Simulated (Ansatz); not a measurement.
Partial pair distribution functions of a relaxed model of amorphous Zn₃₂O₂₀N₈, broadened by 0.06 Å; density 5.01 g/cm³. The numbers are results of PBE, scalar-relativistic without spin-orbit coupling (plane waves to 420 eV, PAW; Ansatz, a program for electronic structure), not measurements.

A CHGNet melt-quench gave the starting glass, which DFT then relaxed. O and N atoms were pushed apart under 1.9 Å during the dynamics, to hinder bonds among them. The hot cell started wider than the set density and was brought back towards it in steps. It is the lowest in DFT energy of 2 quenches. It is a model cell: composition and starting density were chosen by hand, and all elements were melted together. No dispersion term was used. Its density started from a set value of 5.34 and ended at 5.01 g/cm³. Cooling (nominally 61 K/ps over its main leg) ran many orders faster than in experiment, which tends to leave more defects and strain. Values belong to this one cell and scatter from quench to quench. The volume was free in the relaxation, at fixed shape. Stress components on the final sampling reach 2.0 GPa. On a 2×2×2 Γ-centred mesh force components of up to 0.15 eV/Å stay, since the relaxation ran on the zone centre alone.

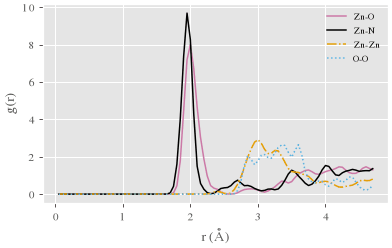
Figure. Partial pair distribution functions

Highest peaks under 4.5 Å: Zn-O near 2.00 Å, Zn-N near 1.95 Å, Zn-Zn near 3.00 Å, O-O near 3.60 Å; pairs of few atoms are noisy.

Within 2.52 Å each Zn has 2.50 O neighbours on average.
